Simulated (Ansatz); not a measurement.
**Nudged elastic band, with input and output: Ge$_{2}$H$_{6}$Cl$_{2}$O (part 2 of 2)**

Continued. System: Ge$_{2}$H$_{6}$Cl$_{2}$O. Method: RHF/def2-SVP (Ansatz 0.2.0). It belongs to a series of runs on one base structure; here: band between the two ends.

Geometry of the input (Å):
```
Ge 0.4334  -0.0506  0.0668
H  0.3525  -0.0813  1.5821
Ge 2.6336  0.0455  -1.0059
H  3.4251  -1.2080  -0.6224
H  2.4202  0.1023  -2.5183
H  3.3669  1.2990  -0.5203
Cl -0.7133  1.6682  -0.6242
Cl -0.5893  -1.8203  -0.6877
O  -2.7071  -0.1960  1.5657
H  -2.8632  0.5556  1.0129
H  -2.8012  -0.9440  0.9943
```

Log, continued
```
NEB iter  44: max|band force component| = 5.155e-2 eV/Å  barrier→ = 2.6908 eV  barrier← = 2.6216 eV  CI = image 3  Δτ_max = 0.0191 Å  (158 SCF iters)
NEB iter  45: max|band force component| = 5.115e-2 eV/Å  barrier→ = 2.6906 eV  barrier← = 2.6214 eV  CI = image 3  Δτ_max = 0.0131 Å  (151 SCF iters)
the calculation of the forces begins
reference -140065.27103851 eV, -5147.3037710145 hartree; 56, 56 occupied and 88, 88 virtual orbitals, 1487 factors
1493 factors; integrals over basis functions are off by at most 1.2e-3 eV
mean field -140062.66145635 eV, -5147.2078706391 hartree, gradient 3.3e-5 eV, S^2 0.000000; 1 other end points of the search recorded, 0 dependent functions left out
the calculation of the forces begins
reference -140062.66145635 eV, -5147.2078706391 hartree; 56, 56 occupied and 88, 88 virtual orbitals, 1493 factors
NEB iter  46: max|band force component| = 4.519e-2 eV/Å  barrier→ = 2.6907 eV  barrier← = 2.6215 eV  CI = image 3  Δτ_max = 0.0000 Å  (319 SCF iters)
```

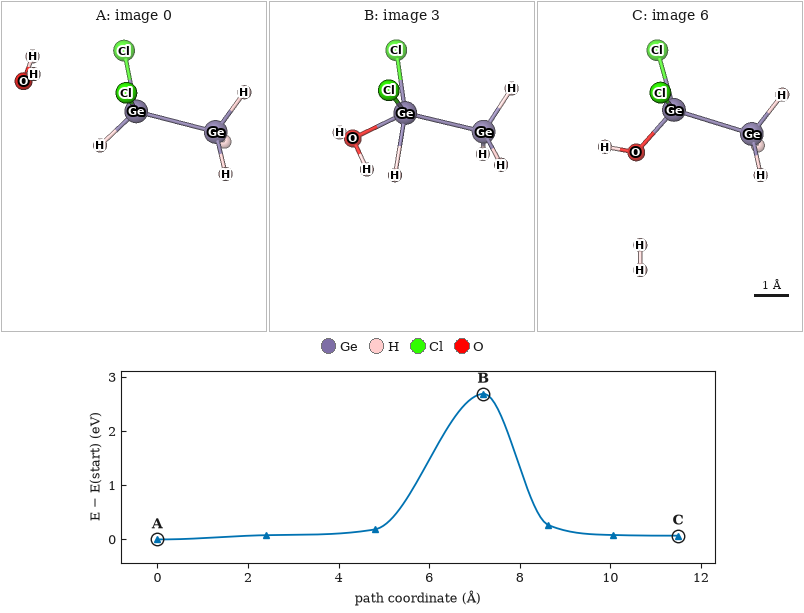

*Images of the last band (counted from 0; ball-and-stick, seen on its broad side) above the energy along the path; the line is a cubic interpolation that uses the forces.*

The highest image is number 3, 2.691 eV above the start and 2.621 eV above the end (the climbing image); the end lies 0.069 eV above the start. The path is 11.50 Å long. The band converged in 46 iterations.

```
Total energy: -140062.66145635 eV, -5147.2078706391 hartree
Atom 0 at    -0.326348     0.277216    -0.319386 Å, force     0.029207     0.032367    -0.010191 eV/Å
Atom 1 at     0.054342     0.753690     1.502314 Å, force     0.001202     0.001276    -0.010667 eV/Å
Atom 2 at     2.056697    -0.160794    -0.661899 Å, force     0.000165    -0.003480    -0.000725 eV/Å
Atom 3 at     2.342360    -1.525648    -0.025581 Å, force    -0.000886     0.002186    -0.001160 eV/Å
Atom 4 at     2.353204    -0.193879    -2.160587 Å, force     0.001069    -0.000066     0.001234 eV/Å
Atom 5 at     2.857194     0.933313     0.044797 Å, force    -0.001362    -0.000885     0.000468 eV/Å
Atom 6 at    -1.116218     2.222840    -0.785454 Å, force     0.000225     0.000726    -0.001474 eV/Å
Atom 7 at    -1.210018    -0.987180    -1.936260 Å, force    -0.001177    -0.004051    -0.004526 eV/Å
Atom 8 at    -1.456860    -0.548586     0.967119 Å, force     0.010702     0.001957     0.071589 eV/Å
Atom 9 at    -1.845783    -1.417851     0.956240 Å, force    -0.000111     0.004067     0.001418 eV/Å
Atom 10 at    -0.750967     0.017177     1.661597 Å, force    -0.039032    -0.034097    -0.045966 eV/Å
Dipole moment:     0.294757    -0.485645     0.462014 e Å
this run last wrote the band of iteration 46 to [file]
```

The last band as extended XYZ (Å, eV, eV/Å)
```
11
Properties=species:S:1:pos:R:3:forces:R:3 image=0 energy=-140065.35213
Ge    0.4334   -0.0506    0.0668   -0.0103   0.0000  -0.0033
H     0.3525   -0.0813    1.5821   -0.0011   0.0000   0.0019
Ge    2.6336    0.0455   -1.0059    0.0032   0.0002  -0.0012
H     3.4251   -1.2080   -0.6224    0.0006   0.0008   0.0013
H     2.4202    0.1023   -2.5183   -0.0018  -0.0012   0.0007
H     3.3669    1.2990   -0.5203   -0.0006   0.0007  -0.0005
Cl   -0.7133    1.6682   -0.6242    0.0046  -0.0030   0.0016
Cl   -0.5893   -1.8203   -0.6877    0.0030   0.0015  -0.0016
O    -2.7071   -0.1960    1.5657   -0.0030   0.0004  -0.0169
H    -2.8632    0.5556    1.0129    0.0035  -0.0123   0.0093
H    -2.8012   -0.9440    0.9943    0.0021   0.0129   0.0087
11
Properties=species:S:1:pos:R:3:forces:R:3 image=1 energy=-140065.27425
Ge    0.3407    0.4061   -0.2502    0.0055  -0.0002   0.0008
H     0.0323    0.4595    1.2357    0.0021  -0.0025   0.0027
Ge    2.6423   -0.0350   -0.9585    0.0024   0.0009  -0.0025
H     3.0650   -1.4011   -0.4096    0.0053   0.0010  -0.0023
H     2.6831   -0.0361   -2.4862   -0.0003   0.0014  -0.0012
H     3.5529    1.0600   -0.3961    0.0018   0.0019  -0.0031
Cl   -0.3195    2.2761   -1.1230   -0.0013  -0.0026   0.0013
Cl   -0.9167   -1.1627   -1.1057    0.0013  -0.0040   0.0041
O    -2.7443   -0.3817    1.7327   -0.0036   0.0010  -0.0041
H    -2.8462   -0.6275    0.8248   -0.0026   0.0033   0.0112
H    -2.5319   -1.1874    2.1789   -0.0107  -0.0003  -0.0069
11
Properties=species:S:1:pos:R:3:forces:R:3 image=2 energy=-140065.16837
Ge   -0.0004    0.7020   -0.5421    0.0465   0.0632  -0.0193
H    -0.5033    0.9492    0.8674   -0.0605   0.0155  -0.0580
Ge    2.3064   -0.0815   -0.7291    0.0263   0.0173  -0.0173
H     2.3828   -1.4221    0.0125    0.0066   0.0170  -0.0117
H     2.6610   -0.2672   -2.2023    0.0241   0.0064  -0.0143
H     3.2340    0.9339   -0.0575    0.0361   0.0048  -0.0199
Cl   -0.3642    2.5242   -1.6464    0.0703   0.0256  -0.0706
Cl   -1.2298   -0.8457   -1.4719   -0.0187   0.0087   0.0446
O    -2.1047   -0.8180    1.8354   -0.0674  -0.0424   0.0869
H    -2.1883   -1.2973    1.0240   -0.0239   0.0080   0.0239
H    -1.2359   -1.0073    2.1528   -0.0396  -0.1241   0.0556
11
Properties=species:S:1:pos:R:3:forces:R:3 image=3 energy=-140062.66146
Ge   -0.3263    0.2772   -0.3194    0.0292   0.0324  -0.0102
H     0.0543    0.7537    1.5023    0.0012   0.0013  -0.0107
Ge    2.0567   -0.1608   -0.6619    0.0002  -0.0035  -0.0007
H     2.3424   -1.5256   -0.0256   -0.0009   0.0022  -0.0012
H     2.3532   -0.1939   -2.1606    0.0011  -0.0001   0.0012
H     2.8572    0.9333    0.0448   -0.0014  -0.0009   0.0005
Cl   -1.1162    2.2228   -0.7855    0.0002   0.0007  -0.0015
Cl   -1.2100   -0.9872   -1.9363   -0.0012  -0.0041  -0.0045
O    -1.4569   -0.5486    0.9671    0.0107   0.0020   0.0716
H    -1.8458   -1.4179    0.9562   -0.0001   0.0041   0.0014
H    -0.7510    0.0172    1.6616   -0.0390  -0.0341  -0.0460
11
Properties=species:S:1:pos:R:3:forces:R:3 image=4 energy=-140065.08454
Ge   -0.4766    0.0015   -0.6266   -0.0442  -0.0872  -0.0893
H     0.1999    0.9252    2.1709    0.0547   0.0742   0.1903
Ge    1.9701   -0.1847   -0.6119   -0.0304  -0.0149   0.0004
H     2.3274   -1.5601   -0.0470   -0.0038  -0.0084  -0.0019
H     2.4089   -0.0749   -2.0730    0.0002   0.0062   0.0102
H     2.6085    0.9254    0.2220   -0.0731   0.0023   0.0171
Cl   -1.1388    2.0583   -0.7062   -0.0148  -0.0592   0.0016
Cl   -1.2435   -0.9555   -2.4140   -0.0260  -0.0197  -0.1191
O    -1.3090   -0.8198    0.6772    0.0527  -0.0673  -0.0679
H    -2.0813   -1.3237    0.4677   -0.0624   0.0400  -0.1052
H    -0.3080    0.3787    2.1838    0.1471   0.1340   0.1637
11
Properties=species:S:1:pos:R:3:forces:R:3 image=5 energy=-140065.27104
Ge   -0.4474   -0.1268   -0.9391    0.0001  -0.0019  -0.0060
H     0.1143    0.9555    3.0659   -0.0007   0.0004   0.0166
Ge    1.9773   -0.2228   -0.6680   -0.0004   0.0001  -0.0025
H     2.3531   -1.6496   -0.2691    0.0007  -0.0014  -0.0056
H     2.6040    0.1470   -2.0121    0.0021   0.0042  -0.0006
H     2.3858    0.7754    0.4140   -0.0038  -0.0025   0.0012
Cl   -1.1697    1.8949   -1.2134   -0.0013  -0.0035  -0.0082
Cl   -1.1180   -1.2291   -2.6779    0.0006  -0.0051  -0.0030
O    -1.2606   -0.7996    0.4516    0.0050  -0.0007  -0.0005
H    -2.2062   -0.8459    0.4399   -0.0047   0.0088   0.0001
H    -0.2751    0.4712    2.6512    0.0025   0.0016   0.0085
11
Properties=species:S:1:pos:R:3:forces:R:3 image=6 energy=-140065.28295
Ge   -0.3632   -0.0835   -1.0683   -0.0225   0.0156  -0.0031
H    -0.4094    0.3804    3.7587   -0.0019  -0.0069  -0.0190
Ge    2.0642   -0.1093   -0.8145    0.0115  -0.0011  -0.0059
H     2.4811   -1.5094   -0.3630   -0.0013   0.0135  -0.0052
H     2.6716    0.2259   -2.1775   -0.0036  -0.0048   0.0173
H     2.4512    0.9420    0.2260   -0.0077  -0.0112  -0.0100
Cl   -1.0999    1.8527   -1.7015    0.0065  -0.0293   0.0044
Cl   -1.0470   -1.4918   -2.5646    0.0060   0.0140   0.0121
O    -1.1524   -0.4863    0.4362   -0.0010  -0.0010   0.0043
H    -2.0987   -0.5176    0.4576    0.0108   0.0055  -0.0140
H    -0.5398    0.1672    3.0538    0.0033   0.0056   0.0190
```

Summary

| quantity | value |
| --- | --- |
| outcome | converged |
| barrier, forward | 2.691 eV |
| barrier, backward | 2.622 eV |
| hardware | 4 threads of Arm Neoverse V1, 24 GiB of memory available, shared host |
| wall time | 8.7 min (CPU time 31 min) |
| peak memory | 0.49 GiB |

Notes

The order of the saddle point was not checked.
